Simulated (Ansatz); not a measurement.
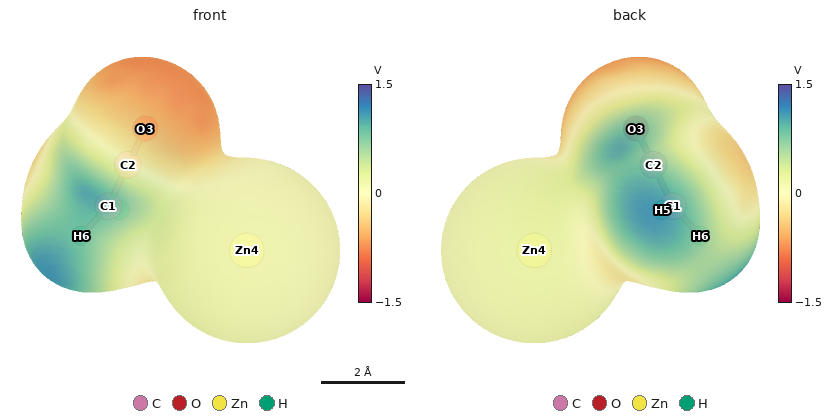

The picture shows: C2H2OZn. The molecular electrostatic potential painted on the density surface at 0.001 e/bohr³, seen from the front and from behind; red is negative and blue positive.

Geometry: PBE0-D4/def2-TZVP; at this geometry the atoms fall into two loosely joined parts.

The calculation used RKS PBE0-D4/def2-TZVPP (Ansatz 0.2.0).

Input

```
crystal:
  periodic: [false, false, false]
  atoms:
    - {symbol: C, position_ang: [-0.051887, 0.872533, 0.144133]}
    - {symbol: C, position_ang: [0.742943, 0.059955, -0.501464]}
    - {symbol: O, position_ang: [1.439964, -0.666910, -1.069126]}
    - {symbol: Zn, position_ang: [-1.344075, -2.738967, 0.569424]}
    - {symbol: H, position_ang: [-0.902755, 1.299373, -0.365663]}
    - {symbol: H, position_ang: [0.157809, 1.110116, 1.176496]}
basis:
  gaussian: {orbitals: def2-TZVPP}
hamiltonian: {xc: pbe0, dispersion: d4}
output: {orbitals: {seedname: orbitals}}
```

Launched as:

```sh
ansatz run in.yaml --threads 2 --pin off --events-out ev --progress --plain --max-ram 4352MiB
```

Question: Describe the electrostatic potential map.

Answer: The most negative region (about −0.7 V, or −16 kcal/mol for a unit charge) lies over O3, the most positive (about +1.1 V, or +25 kcal/mol for a unit charge) over H5 and H6.
